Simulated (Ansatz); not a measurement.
# The perfect Ni wire along [110], 8 atoms a period, part 2 of 2

What gap, if any, does the Ni wire along [110], 8 atoms a period have, and how many channels would it open?

Ansatz 0.2.0; DFT PBE, plane waves, PAW; relaxation of a wire's period; PAW set soft_1 (the session's first sound run).

So far: The starting structure; Relaxing the period.

### 2. Relaxing the period (continued)

Relaxation path:

```csv
step,energy less that of the first step (eV),largest force component (eV/Å),pressure (GPa),volume (Å³)
1,0.0000,0.9385,-3.88,302.54
2,-0.4166,0.5571,-2.02,296.61
3,-0.5800,0.2273,1.05,288.19
4,-0.6135,0.1884,0.39,288.81
5,-0.6289,0.0288,-0.08,289.93
6*,-0.6255,0.0287,-0.07,289.93
```

Relaxation steps marked * repeat the geometry before them on a plane-wave basis chosen anew for their cell, so energy and pressure can jump there.

Forces are held to the 8 operations that the run works with; a distortion that breaks them can't arise in this run.

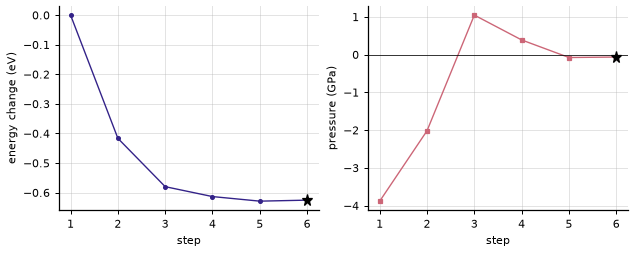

Energy and pressure along the relaxation. Stars mark steps on a basis chosen anew.

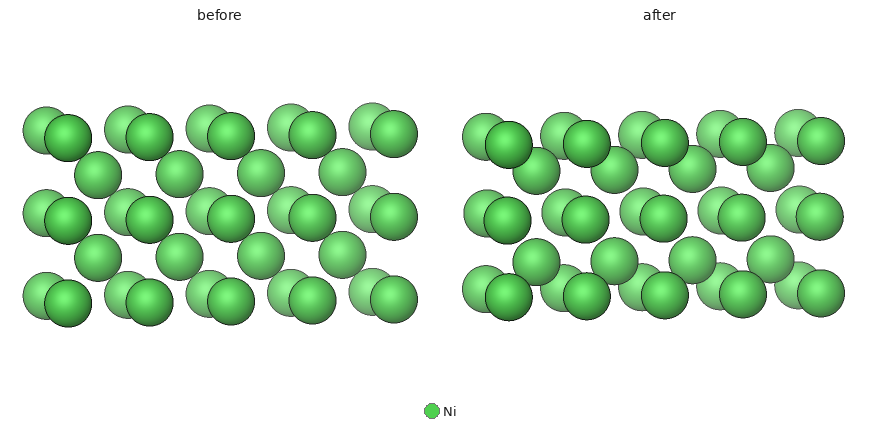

The structure before and after the relaxation, drawn at the same scale.

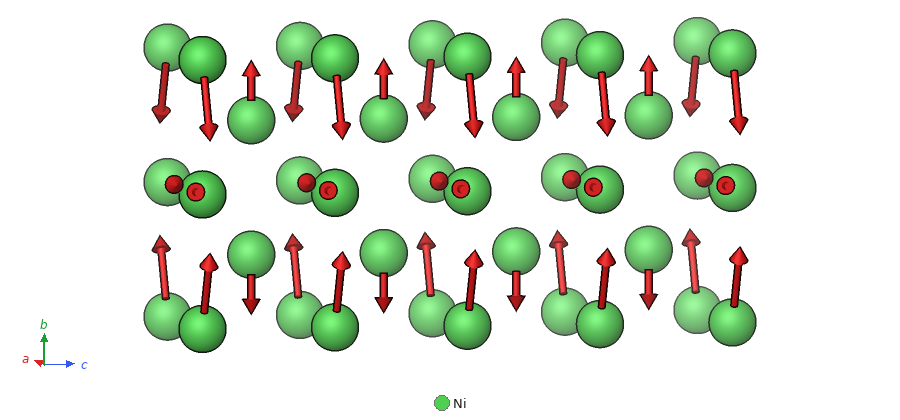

Displacements in the relaxation, exaggerated, measured against the changing cell; the longest in the cell stands for 0.22 Å. 1×1×4 cells are drawn. Some periodic images of atoms are drawn too.

```csv
cell as run,before,after,change
c (Å),2.489,2.385,-4.2 %
```

The atoms that moved most (Å, along periodic axes as changes of fractional coordinates times the final cell, across vacuum about the mean position):

```csv
atom,dx,dy,dz,length
Ni1,-0.104,-0.195,0.000,0.221
Ni3,0.104,-0.195,0.000,0.221
Ni7,-0.104,0.195,0.000,0.221
Ni8,0.104,0.195,0.000,0.221
Ni5,0.000,-0.130,0.000,0.130
Ni6,0.000,0.130,0.000,0.130
Ni2,0.105,0.000,0.000,0.105
Ni4,-0.105,0.000,0.000,0.105
```

This step gave:

```yaml
energy_at_zero_smearing: -46709.4743 eV
total_moment: 6.105 μB
absolute_moment: 6.841 μB
cell_length_along_the_wire: 2.385 Å
```

Site moment by atom:

```csv
atom,site moment (μB)
Ni1,0.818
Ni2,0.819
Ni3,0.818
Ni4,0.819
Ni5,0.704
Ni6,0.704
Ni7,0.818
Ni8,0.818
```

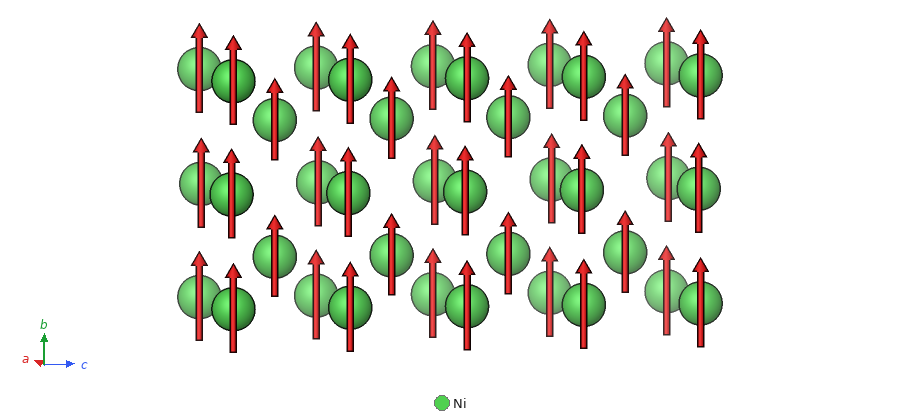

Site moment as arrows, the longest 0.819 μB. Up and down stand for the sign. Arrows give size and sign along the axis of quantisation, drawn up and down the page. 1×1×4 cells are drawn. Some periodic images of atoms are drawn too.

The cell's length comes to 2.385 Å with an absolute moment of 6.84 μB a cell.

### 3. The wire at its relaxed period

This step: DFT PBE, plane waves, PAW; bands of a perfect wire; PAW set soft_1 (Ansatz 0.2.0).

At the relaxed period the bands are computed along the axis; those that cross an energy going forward count the channels that a perfect wire would open there.

File input.yaml:

```yaml
crystal:
  lattice:
    - [10.32, 0.0, 0.0]
    - [0.0, 11.778, 0.0]
    - [0.0, 0.0, 2.3853045395]
  atoms:
    - { symbol: Ni, position: [0.319399677, 0.694740307, 0.0], spin: 0.82 }
    - { symbol: Ni, position: [0.339623481, 0.5, 0.0], spin: 0.82 }
    - { symbol: Ni, position: [0.680600323, 0.694740307, 0.0], spin: 0.82 }
    - { symbol: Ni, position: [0.660376519, 0.5, 0.0], spin: 0.82 }
    - { symbol: Ni, position: [0.5, 0.383275673, 0.5], spin: 0.7 }
    - { symbol: Ni, position: [0.5, 0.616724327, 0.5], spin: 0.7 }
    - { symbol: Ni, position: [0.319399677, 0.305259693, 0.0], spin: 0.82 }
    - { symbol: Ni, position: [0.680600323, 0.305259693, 0.0], spin: 0.82 }
magnetization:
  spin_polarized: true
kpoints:
  mp_grid: { grid: [1, 1, 34] }
  band_path: { path: ["Γ", Z], npoints: 90 }
scf:
  occupations: { method: fermi_dirac, width: 0.05 }
hamiltonian:
  xc: pbe
  pseudopotentials: { kind: paw, azcp: { folder: soft_1 } }
output:
  dos: { e_range: [-5, 4] }
  write_potential: true
  write_density: true
  volumetric_format: npy
```

Started as:

```
$ ansatz run input.yaml --threads 4 --pin off --max-ram 16384MiB --backend cpu --events-out ev --progress --plain --runs-dir out
```

Numbers of over 12 decimals in the logs are rounded to 6 here.

The log of the run:

```text
[...]
Crystal: 8 atoms, lattice volume = 289.931 Å³
Basis set: ecut = 420 eV, 5599 PW (Γ)
Bands: 91, of which v1, the nominal top of the filled ones, is band 72 counted from 1 (71 counted from 0)
Symmetry: 8 space group operations
[...]
k-points: 18 of 34
[...]
Starting moments: Σ|m| = 6.32 μB on 8 of 8 sites
[...]
SCF iter   1: F=—  HF=-46701.652550 eV  |F-HF|=—  |Δ(HF+E_count)|=         —  Δρ=2.80e-2 (↑2.80e-2 ↓2.17e-2)  dr2=1.53e1  dr2_m=9.47e-1  M=6.991 μB ∫|m|=7.294 μB  β_m=0.30  ethr=3.10e-3  ⟨swp⟩=8.2  Hψ=15496  notcnv=0  defer=54
[...]
SCF iter  15: F=-46709.533946 eV  HF=-46709.533946 eV  |F-HF|=2.49e-8  |Δ(HF+E_count)|=   1.27e-9  Δρ=2.71e-6 (↑5.46e-7 ↓2.71e-6)  dr2=2.83e-8  dr2_m=3.63e-9  M=6.046 μB ∫|m|=6.795 μB  ethr=1.74e-11  ⟨swp⟩=11.2  Hψ=13475  notcnv=0
SCF 1 converged in 15 iterations: F = -46709.533946 eV  dr2 = 2.83e-8
[...]
WARN: The output density's exchange-correlation potential varies sharply where the density is thin. Do not read a vacuum level from v_tot or v_xc, or from such a field of the output density. On a cell that repeats whose density bears no net charge and no dipole along the vacuum's axis use v_es (v_loc + v_h of the components); under efield.dipole_correction with no amplitude use v_es + v_field, which holds any externa [...]
NSCF: frozen V_eff on 91 k-points
SCF converged after 15 iterations
Magnetization: 6.0461 μB (75.0230 up, 68.9770 down)
Absolute magnetization: 6.8027 μB (∫|ρ↑−ρ↓|, with the PAW one-centre terms)
[...]
Per-site moments (μB) at R_I (Å): [(0.813082, 0.950040), (0.814671, 0.950040), (0.813082, 0.950040), (0.814671, 0.950040), (0.695252, 0.983938), (0.695252, 0.983938), (0.813082, 0.950040), (0.813082, 0.950040)]
Free energy (F): -46709.533946 eV
[...]
Internal energy: -46709.417388 eV  (E = F + TS)
E sigma→0 (E₀):  -46709.475667 eV
Entropy (-TS):   -0.116559 eV (-14.570 meV/atom)
Fermi energy:    2.398130 eV
[...]
--- Band table (eV; the first three rows and the last of 36) ---
  k-point 0 ↑: bands = [... 68 lower, 1.5164, 1.5722, 1.6680, 1.7432, 1.8175, 1.8457, 1.8460, 1.8581, ... 15 higher]
  k-point 1 ↑: bands = [... 68 lower, 1.5242, 1.5837, 1.6502, 1.7315, 1.8023, 1.8091, 1.8472, 1.8907, ... 15 higher]
  k-point 2 ↑: bands = [... 68 lower, 1.5452, 1.5975, 1.6056, 1.7053, 1.7534, 1.7670, 1.8115, 1.8232, ... 15 higher]
  k-point 17 ↓: bands = [... 68 lower, 2.7233, 2.8374, 3.0987, 3.1184, 3.8802, 4.2809, 4.6817, 5.4650, ... 15 higher]
```

Wall time 42 s (4 threads of Intel Xeon Platinum 8375C at 2.90GHz (Ice Lake), shared host); peak memory 2.3 GiB; 2.7 min of CPU time.

In the SCF lines HF is the Harris–Foulkes energy and dr2 the Hartree energy of the density residual, in eV; the loop may stop once dr2 is under the threshold and the program's other checks hold. Hψ counts applications of the Hamiltonian.

This step gave:

| Quantity | Value |
| --- | --- |
| energy at zero smearing | -46709.4757 eV |
| total moment | 6.046 μB |
| absolute moment | 6.803 μB |
| band gap | 0 eV |

Between Γ and Z the bands cross the Fermi level 20 times, so a perfect wire would conduct at least 10 G₀, with an absolute moment of 6.80 μB a cell.

### 4. Summary of results

```yaml
cell_length_pbe: 2.385 Å
absolute_moment_pbe: 6.80 μB
ballistic_conductance_by_band_crossings_a_lower_bound_pbe: 10 G₀
```

In words: Under PBE the cell's length is 2.39 Å, the absolute moment is 6.80 μB a cell, and the bands cross the Fermi level 20 times between Γ and Z, which gives a perfect wire at least 10 G₀ (opposite crossings within one step of the path cancel in such a count). In the perfect wire the moments were started parallel, and no opposed start was run. No search over magnetic orders was made; another may lie lower.

[Logs are printed without paths, hosts, clocks, repeated set-up lines and the standing remarks that a program may print on its own settings, such as how far it seeks lower states.]

[Hosts, paths, dates, database ids (printed as entryN), source tags and the programs' standing remarks are cut or masked in the printed files.]
